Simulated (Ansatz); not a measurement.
System: NaTaO.

```
Na Ta O
1.0
     3.00348    0.00000    0.00000
    -1.50174    2.60109    0.00000
     0.00000    0.00000   33.71613
Na Ta O
6 6 6
Direct
  0.66667 0.33333 0.04503
  0.33333 0.66667 0.37836
  0.00000 0.00000 0.71170
  0.00000 0.00000 0.28830
  0.66667 0.33333 0.62164
  0.33333 0.66667 0.95497
  0.66667 0.33333 0.20252
  0.33333 0.66667 0.53585
  0.00000 0.00000 0.86919
  0.00000 0.00000 0.13081
  0.66667 0.33333 0.46415
  0.33333 0.66667 0.79748
  0.33333 0.66667 0.24094
  0.00000 0.00000 0.57427
  0.66667 0.33333 0.90761
  0.33333 0.66667 0.09239
  0.00000 0.00000 0.42573
  0.66667 0.33333 0.75906
```

Space group R-3m; a structure from a database of computed crystals, not necessarily the ambient phase; a generated structure, not necessarily the stable one; changed on purpose from its base cell (volume × 0.97, shape and atoms relaxed); computed pressure about 3 GPa in this cell.

Level of theory: DFT PBE, scalar-relativistic, plane waves, PAW (Ansatz).

**What can the converged valence pseudo-density and electron localisation function tell about the bonding?**

Ta–Ta (3.00 Å): ρ at the midpoint is about 0.26 e/Å³; the ELF is about 0.25 at the midpoint; no shared electron pair shows on this line.
The ELF has a maximum of about 0.80 in the space between the atoms, 2.3 Å from six Na atoms, on no atom or two-centre bond.

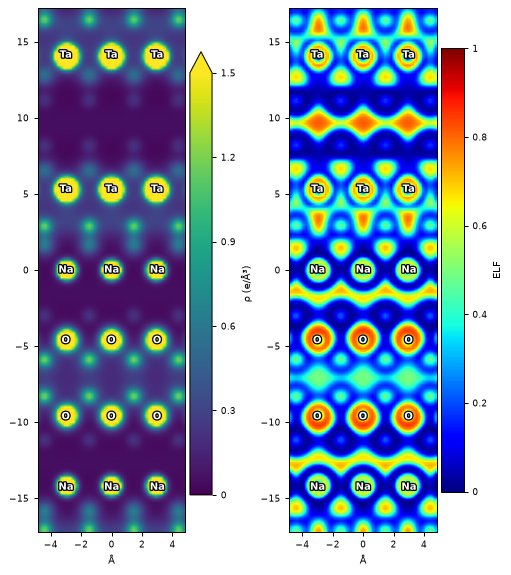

Computed valence pseudo-density and electron localisation function on the (100) plane of the conventional cell, in this order. Atoms just off the plane (Na, 0.9 Å away, Ta, 0.9 Å away and O, 0.9 Å away) can leave unmarked features too.

Core electrons are frozen (PAW), and the valence fields are smoothed inside the atomic spheres.
